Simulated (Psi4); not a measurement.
# Energy and gradient calculation of C₈H₂₀O₄W (part 1 of 3)

- system: C₈H₂₀O₄W, multiplicity 3, SMILES CC[O][W]([O]CC)([O]CC)[O]CC
- method: XLYP/def2-SVPD, UKS, dispersion D3(BJ), core potentials def2 (Psi4 1.11)

The geometry comes from this level: GFN2-xTB.

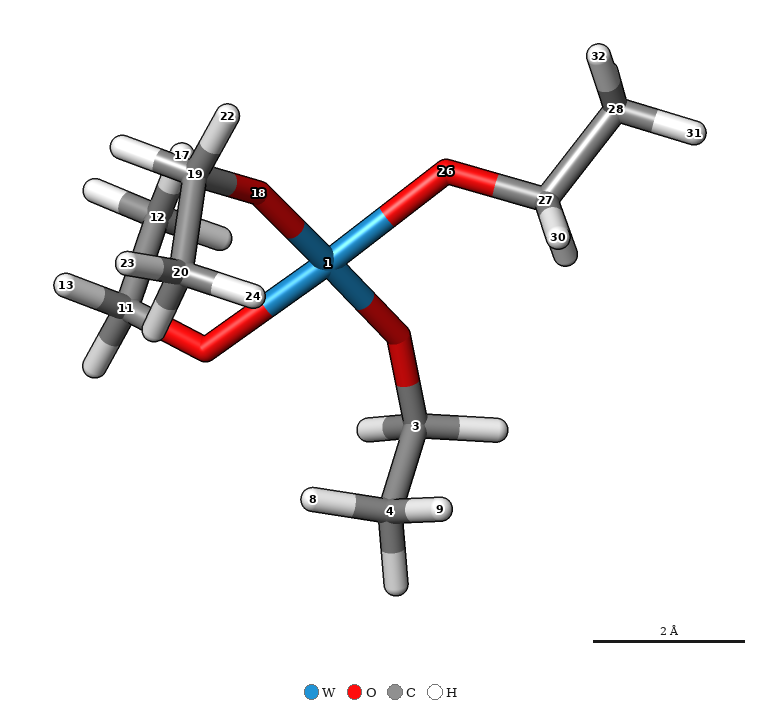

Fig. 1: The input geometry (stick view, seen at a tilt; atoms are numbered from 1 in the order of the input). Sticks mark near contacts. Bond lengths as drawn: C–C 1.53 to 1.54 Å, C–H 1.09 to 1.11 Å, C–O 1.38 to 1.39 Å and O–W 1.78 to 2.04 Å.

Input (calc.in):
```
memory 3300 mb

molecule molecule1 {
  0 3
  W     -0.009780    -0.118030    -0.143890
  O     -1.019440     1.357310    -0.119220
  C     -1.252740     2.650280     0.314930
  C     -0.683910     2.791800     1.729200
  H     -2.335940     2.867570     0.304440
  H     -0.748170     3.359100    -0.364600
  H     -0.756460     3.816530     2.085140
  H      0.364000     2.480540     1.698160
  H     -1.231090     2.132270     2.404560
  O      1.643530     1.037730     0.170060
  C      2.542840     1.197860    -0.870060
  C      1.920470     0.920820    -2.253920
  H      3.410750     0.523470    -0.729180
  H      2.927580     2.235180    -0.857940
  H      2.631970     1.146670    -3.048570
  H      1.034890     1.559200    -2.381630
  H      1.628360    -0.142240    -2.330240
  O      0.995210    -1.585760    -0.105940
  C      1.958930    -2.476330     0.321190
  C      2.355760    -2.098990     1.751660
  H      2.838260    -2.418540    -0.344390
  H      1.562340    -3.506570     0.286710
  H      3.159730    -2.730650     2.121020
  H      1.482680    -2.201720     2.399320
  H      2.673320    -1.053940     1.756430
  O     -1.633390    -1.180110    -0.630300
  C     -2.897340    -1.057420    -0.074090
  C     -3.933090    -1.876600    -0.853530
  H     -3.208020     0.008880    -0.075190
  H     -2.885980    -1.407900     0.978070
  H     -4.917920    -1.770110    -0.405310
  H     -3.647930    -2.925440    -0.848110
  H     -3.969440    -1.534850    -1.884780
  units angstrom
}

set {
  reference uks
}

gradient('xlyp-d3bj/def2-SVPD')
```

Machine: 1 thread of Intel Xeon (Sapphire Rapids), 64 GiB of memory available, shared host.

Launched with:
```bash
psi4 -n 1 calc.in calc.out
```

Log:
```
Psi4 1.11 release

gradient() will perform analytic gradient computation.

   => Loading Basis Set <=

    Name: DEF2-SVPD
    Role: ORBITAL
    Keyword: BASIS

    !!!  WARNING: ECP capability is in beta. Please check occupations closely.  !!!

   => XLYP-D3(BJ): Empirical Dispersion <=

        s6 =       1.000000
        s8 =       1.566900
        a1 =       0.080900
        a2 =       5.316600

         ---------------------------------------------------------
                                   SCF
                              UKS Reference
                        1 Threads,   3147 MiB Core
         ---------------------------------------------------------

  ==> Geometry <==

    Molecular point group: c1
    Full point group: C1

    Geometry (in Angstrom), charge = 0, multiplicity = 3:

       Center              X                  Y                   Z               Mass
    ------------   -----------------  -----------------  -----------------  -----------------
         W           -0.004615473915    -0.045011180515    -0.045349932826   183.950930920000
         O           -1.014275473915     1.430328819485    -0.020679932826    15.994914619570
         C           -1.247575473915     2.723298819485     0.413470067174    12.000000000000
         C           -0.678745473915     2.864818819485     1.827740067174    12.000000000000
         H           -2.330775473915     2.940588819485     0.402980067174     1.007825032230
         H           -0.743005473915     3.432118819485    -0.266059932826     1.007825032230
         H           -0.751295473915     3.889548819485     2.183680067174     1.007825032230
         H            0.369164526085     2.553558819485     1.796700067174     1.007825032230
         H           -1.225925473915     2.205288819485     2.503100067174     1.007825032230
         O            1.648694526085     1.110748819485     0.268600067174    15.994914619570
         C            2.548004526085     1.270878819485    -0.771519932826    12.000000000000
         C            1.925634526085     0.993838819485    -2.155379932826    12.000000000000
         H            3.415914526085     0.596488819485    -0.630639932826     1.007825032230
         H            2.932744526085     2.308198819485    -0.759399932826     1.007825032230
         H            2.637134526085     1.219688819485    -2.950029932826     1.007825032230
         H            1.040054526085     1.632218819485    -2.283089932826     1.007825032230
         H            1.633524526085    -0.069221180515    -2.231699932826     1.007825032230
         O            1.000374526085    -1.512741180515    -0.007399932826    15.994914619570
         C            1.964094526085    -2.403311180515     0.419730067174    12.000000000000
         C            2.360924526085    -2.025971180515     1.850200067174    12.000000000000
         H            2.843424526085    -2.345521180515    -0.245849932826     1.007825032230
         H            1.567504526085    -3.433551180515     0.385250067174     1.007825032230
         H            3.164894526085    -2.657631180515     2.219560067174     1.007825032230
         H            1.487844526085    -2.128701180515     2.497860067174     1.007825032230
         H            2.678484526085    -0.980921180515     1.854970067174     1.007825032230
         O           -1.628225473915    -1.107091180515    -0.531759932826    15.994914619570
         C           -2.892175473915    -0.984401180515     0.024450067174    12.000000000000
         C           -3.927925473915    -1.803581180515    -0.754989932826    12.000000000000
         H           -3.202855473915     0.081898819485     0.023350067174     1.007825032230
         H           -2.880815473915    -1.334881180515     1.076610067174     1.007825032230
         H           -4.912755473915    -1.697091180515    -0.306769932826     1.007825032230
         H           -3.642765473915    -2.852421180515    -0.749569932826     1.007825032230
         H           -3.964275473915    -1.461831180515    -1.786239932826     1.007825032230

  Running in c1 symmetry.

  Rotational constants: A =      0.02074  B =      0.01649  C =      0.01199 [cm^-1]
  Rotational constants: A =    621.68335  B =    494.44330  C =    359.38532 [MHz]
  Nuclear repulsion = 1015.143840471250542

  Charge       = 0
  Multiplicity = 3
  Electrons    = 114
  Nalpha       = 58
  Nbeta        = 56

  ==> Algorithm <==

  SCF Algorithm Type is DF.
  DIIS enabled.
  MOM disabled.
  Fractional occupation disabled.
  Guess Type is SAD.
  Energy threshold   = 1.00e-08
  Density threshold  = 1.00e-08
  Integral threshold = 1.00e-12

  ==> Primary Basis <==

  Basis Set: DEF2-SVPD
    Blend: DEF2-SVPD
    Number of shells: 193
    Number of basis functions: 447
    Number of Cartesian functions: 476
    Spherical Harmonics?: true
    Max angular momentum: 3

  Core potential: DEF2-SVPD
    Number of shells: 4
    Number of ECP primitives: 10
    Number of ECP core electrons: 60
    Max angular momentum: 3

  ==> DFT Potential <==

   => LibXC <=

    Version 7.1.2

   => Composite Functional: XLYP-D3BJ2B <=

    XLYP-d3bj2b GGA Exchange-Correlation Functional

    Deriv               =              1
    GGA                 =           TRUE
    Meta                =          FALSE

    Exchange Hybrid     =          FALSE
    MP2 Hybrid          =          FALSE

   => Exchange Functionals <=

    -0.0690   Slater exchange
    0.7220         Becke 88

   => Correlation Functionals <=

    1.0000   Lee, Yang & Parr

   => LibXC Density Thresholds  <==

    XC_GGA_XC_XLYP:  1.00E-15

   => Molecular Quadrature <=

    Radial Scheme          =       TREUTLER
    Pruning Scheme         =           NONE
    Nuclear Scheme         =       TREUTLER

    Blocking Scheme        =         OCTREE
    BS radius alpha        =              1
    Pruning alpha          =              1
    Radial Points          =             75
    Spherical Points       =            302
    Total Points           =         690828
    Total Blocks           =           4927
    Max Points             =            256
    Max Functions          =            396
    Weights Tolerance      =       1.00E-15

   => Loading Basis Set <=

    Name: (DEF2-SVPD AUX)
    Role: JKFIT
    Keyword: DF_BASIS_SCF

  ==> Integral Setup <==

  DFHelper Memory: AOs need 2.087 GiB; user supplied 2.087 GiB.
  SCF_SUBTYPE=INCORE selected. In-core MEM_DF algorithm will be used.
  Using in-core AOs.

  ==> MemDFJK: Density-Fitted J/K Matrices <==

    J tasked:                   Yes
    K tasked:                    No
    wK tasked:                   No
    Memory [MiB]:              2137
    Algorithm:                 Core
    Schwarz Cutoff:           1E-12
    Mask sparsity (%):       9.6382
    Fitting Condition:        1E-10

   => Auxiliary Basis Set <=

  Basis Set: (DEF2-SVPD AUX)
    Blend: DEF2-UNIVERSAL-JKFIT
    Number of shells: 465
    Number of basis functions: 1495
    Number of Cartesian functions: 1825
    Spherical Harmonics?: true
    Max angular momentum: 6

  Cached 3.6% of DFT collocation blocks in 0.212 [GiB].

  Minimum eigenvalue in the overlap matrix is 4.9573523064E-05.
  Reciprocal condition number of the overlap matrix is 4.1466135015E-06.
    Using symmetric orthogonalization.

  ==> Pre-Iterations <==

  SCF Guess: Superposition of Atomic Densities via on-the-fly atomic UHF (no occupation information).

   -------------------------
    Irrep   Nso     Nmo
   -------------------------
     A        447     447
   -------------------------
    Total     447     447
   -------------------------

  ==> Iterations <==

                           Total Energy        Delta E     RMS |[F,P]|

   @DF-UKS iter SAD:  -683.19380549782034   -6.83194e+02   0.00000e+00
   @DF-UKS iter   1:  -682.61729815441754    5.76507e-01   4.80684e-03 ADIIS/DIIS
   @DF-UKS iter   2:  -667.81644161446161    1.48009e+01   1.18953e-02 ADIIS/DIIS
   @DF-UKS iter   3:  -684.03015297428078   -1.62137e+01   2.84914e-03 ADIIS/DIIS
   @DF-UKS iter   4:  -684.55518983965590   -5.25037e-01   1.92444e-03 ADIIS/DIIS
   @DF-UKS iter   5:  -684.85189842390787   -2.96709e-01   6.06009e-04 ADIIS/DIIS
   @DF-UKS iter   6:  -684.87022309447059   -1.83247e-02   3.74995e-04 ADIIS/DIIS
   @DF-UKS iter   7:  -684.88062704801280   -1.04040e-02   1.27443e-04 ADIIS/DIIS
   @DF-UKS iter   8:  -684.88180995856919   -1.18291e-03   5.91926e-05 DIIS
   @DF-UKS iter   9:  -684.88206362295898   -2.53664e-04   2.11121e-05 DIIS
   @DF-UKS iter  10:  -684.88210154247599   -3.79195e-05   5.51546e-06 DIIS
   @DF-UKS iter  11:  -684.88210384775505   -2.30528e-06   2.62438e-06 DIIS
   @DF-UKS iter  12:  -684.88210422517955   -3.77424e-07   1.65409e-06 DIIS
   @DF-UKS iter  13:  -684.88210444303002   -2.17850e-07   4.96474e-07 DIIS
   @DF-UKS iter  14:  -684.88210446575522   -2.27252e-08   1.84403e-07 DIIS
   @DF-UKS iter  15:  -684.88210446800849   -2.25327e-09   1.08831e-07 DIIS
   @DF-UKS iter  16:  -684.88210446925973   -1.25124e-09   2.86238e-08 DIIS
   @DF-UKS iter  17:  -684.88210446926746   -7.73070e-12   2.79589e-08 DIIS
   @DF-UKS iter  18:  -684.88210446933272   -6.52562e-11   6.06210e-09 DIIS
  Energy and wave function converged.

  ==> Post-Iterations <==

   Electrons on quadrature grid:
      Nalpha   =   57.9999892902 ; deviation = -1.071e-05
      Nbeta    =   56.0000061587 ; deviation = 6.159e-06
      Ntotal   =  113.9999954489 ; deviation = -4.551e-06

   @Spin Contamination Metric:   6.188978161E-03
   @S^2 Expected:                2.000000000E+00
   @S^2 Observed:                2.006188978E+00
   @S   Expected:                1.000000000E+00
   @S   Observed:                1.000000000E+00

    Orbital Energies [Eh]
    ---------------------

    Alpha Occupied:

       1A    -18.825577     2A    -18.821271     3A    -18.763906
       4A    -18.760204     5A    -10.001310     6A     -9.996666
       7A     -9.968931     8A     -9.962217     9A     -9.935326
      10A     -9.930440    11A     -9.928491    12A     -9.908267
      13A     -2.885623    14A     -1.596672    15A     -1.567539
      16A     -1.564300    17A     -0.938974    18A     -0.910685
      19A     -0.866760    20A     -0.856551    21A     -0.678347
      22A     -0.662650    23A     -0.651092    24A     -0.637906
      25A     -0.579646    26A     -0.545702    27A     -0.527769
      28A     -0.513314    29A     -0.472697    30A     -0.443669
      31A     -0.433948    32A     -0.432370    33A     -0.411550
      34A     -0.405446    35A     -0.399518    36A     -0.396248
      37A     -0.389376    38A     -0.385124    39A     -0.361970
      40A     -0.351244    41A     -0.347703    42A     -0.342850
      43A     -0.338364    44A     -0.334774    45A     -0.326376
      46A     -0.325926    47A     -0.318938    48A     -0.310170
      49A     -0.300903    50A     -0.292663    51A     -0.266753
      52A     -0.262940    53A     -0.249208    54A     -0.210785
      55A     -0.208028    56A     -0.198683    57A     -0.183819
      58A     -0.128816

    Alpha Virtual:

      59A     -0.079094    60A     -0.055046    61A     -0.010477
      62A     -0.007464    63A     -0.002106    64A      0.009527
      65A      0.025457    66A      0.027742    67A      0.031220
      68A      0.036829    69A      0.040954    70A      0.048990
      71A      0.051172    72A      0.055344    73A      0.061403
      74A      0.068418    75A      0.075750    76A      0.079052
      77A      0.084418    78A      0.087902    79A      0.092457
      80A      0.093341    81A      0.096215    82A      0.099439
      83A      0.106387    84A      0.110204    85A      0.113532
      86A      0.117027    87A      0.117350    88A      0.122178
      89A      0.128363    90A      0.133176    91A      0.137721
      92A      0.142231    93A      0.144890    94A      0.149573
      95A      0.154241    96A      0.156684    97A      0.163870
      98A      0.166988    99A      0.171855   100A      0.174750
     101A      0.184649   102A      0.185403   103A      0.198912
     104A      0.204668   105A      0.208297   106A      0.213951
     107A      0.218255   108A      0.226412   109A      0.230312
     110A      0.234106   111A      0.235453   112A      0.237156
     113A      0.239284   114A      0.242867   115A      0.253734
     116A      0.256958   117A      0.257806   118A      0.264772
     119A      0.268107   120A      0.271194   121A      0.277021
     122A      0.281583   123A      0.282275   124A      0.286383
     125A      0.290029   126A      0.295393   127A      0.300596
     128A      0.301376   129A      0.304686   130A      0.309314
     131A      0.312472   132A      0.317314   133A      0.320387
     134A      0.322486   135A      0.326140   136A      0.328517
     137A      0.333207   138A      0.333860   139A      0.335179
     140A      0.340745   141A      0.342469   142A      0.344919
     143A      0.345344   144A      0.348366   145A      0.350668
     146A      0.352630   147A      0.359324   148A      0.366539
     149A      0.372672   150A      0.373189   151A      0.377021
     152A      0.378701   153A      0.381931   154A      0.384986
     155A      0.394091   156A      0.396571   157A      0.402169
     158A      0.402570   159A      0.409584   160A      0.411174
     161A      0.415574   162A      0.417127   163A      0.422128
     164A      0.424466   165A      0.431744   166A      0.437745
     167A      0.440271   168A      0.442726   169A      0.443360
     170A      0.449410   171A      0.453200   172A      0.454386
     173A      0.462422   174A      0.465409   175A      0.468379
     176A      0.471736   177A      0.474538   178A      0.478316
     179A      0.482049   180A      0.486467   181A      0.487546
     182A      0.491438   183A      0.493101   184A      0.496216
     185A      0.501266   186A      0.505550   187A      0.507732
     188A      0.510304   189A      0.513455   190A      0.521562
     191A      0.523841   192A      0.528956   193A      0.535077
     194A      0.538309   195A      0.545313   196A      0.548049
     197A      0.549560   198A      0.552431   199A      0.559645
     200A      0.565638   201A      0.567820   202A      0.572926
     203A      0.573471   204A      0.583052   205A      0.585497
     206A      0.588720   207A      0.594161   208A      0.604811
     209A      0.606639   210A      0.610584   211A      0.612822
     212A      0.622961   213A      0.625481   214A      0.629396
     215A      0.640974   216A      0.645709   217A      0.650555
     218A      0.665242   219A      0.667384   220A      0.671835
     221A      0.682269   222A      0.684357   223A      0.696960
     224A      0.701280   225A      0.708458   226A      0.710885
     227A      0.723606   228A      0.724139   229A      0.731668
     230A      0.738532   231A      0.751367   232A      0.757309
     233A      0.764988   234A      0.796114   235A      0.797369
     236A      0.800291   237A      0.808167   238A      0.820388
     239A      0.822140   240A      0.837451   241A      0.847030
     242A      0.857503   243A      0.859263   244A      0.870740
     245A      0.879623   246A      0.885921   247A      0.895057
     248A      0.896570   249A      0.901963   250A      0.909930
     251A      0.915224   252A      0.927960   253A      0.931899
     254A      0.939129   255A      0.949706   256A      0.956343
     257A      0.966663   258A      0.970070   259A      0.974169
     260A      0.979524   261A      0.987738   262A      0.990230
     263A      1.004226   264A      1.010136   265A      1.012487
     266A      1.019769   267A      1.022013   268A      1.030100
     269A      1.040764   270A      1.051325   271A      1.057429
     272A      1.073517   273A      1.079220   274A      1.088348
     275A      1.098921   276A      1.110281   277A      1.115849
     278A      1.135867   279A      1.144870   280A      1.165490
     281A      1.170319   282A      1.188899   283A      1.199923
     284A      1.208575   285A      1.220628   286A      1.222316
     287A      1.236083   288A      1.243138   289A      1.256897
     290A      1.271974   291A      1.278447   292A      1.289832
     293A      1.293927   294A      1.302434   295A      1.314554
     296A      1.325233   297A      1.352069   298A      1.367337
     299A      1.375177   300A      1.385279   301A      1.392725
     302A      1.409385   303A      1.435046   304A      1.468000
     305A      1.475980   306A      1.489843   307A      1.497911
     308A      1.522154   309A      1.534897   310A      1.544208
     311A      1.549960   312A      1.557091   313A      1.564627
     314A      1.574075   315A      1.576739   316A      1.585708
     317A      1.600084   318A      1.607149   319A      1.618552
     320A      1.634602   321A      1.645236   322A      1.655121
     323A      1.667643   324A      1.675896   325A      1.685808
     326A      1.702259   327A      1.708284   328A      1.722893
     329A      1.730347   330A      1.756170   331A      1.778715
     332A      1.792268   333A      1.804417   334A      1.812775
     335A      1.820373   336A      1.833197   337A      1.837480
     338A      1.841576   339A      1.852546   340A      1.861763
     341A      1.868777   342A      1.874603   343A      1.886660
     344A      1.892888   345A      1.909332   346A      1.919001
     347A      1.926689   348A      1.935349   349A      1.941230
     350A      1.947170   351A      1.959175   352A      1.971581
     353A      1.977336   354A      1.979477   355A      1.984958
     356A      2.003985   357A      2.006894   358A      2.009449
     359A      2.022995   360A      2.025733   361A      2.035313
     362A      2.040884   363A      2.048543   364A      2.060630
     365A      2.084716   366A      2.092942   367A      2.102159
```
